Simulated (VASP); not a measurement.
Band structure of VN (rock salt). All values below come from rev-vdW-DF2, VASP's PBE PAW potentials (set 64) (plane waves; VASP).

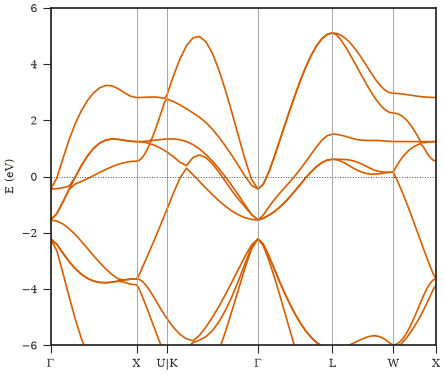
*Bands along high-symmetry lines, zero at the valence-band maximum or, without a gap, the Fermi level*

Task: Read the plot: is there a gap, and where are the band edges?

Result: It has no gap at this level: it comes out as a metal or semimetal. (Edges off the drawn lines would not show.)

The compound is VN in the rock salt structure, which distorts at low temperature. It was relaxed first. The run is not spin-polarised, so no magnetic state was tried. VASP warned that the highest band is occupied, so more bands are needed.
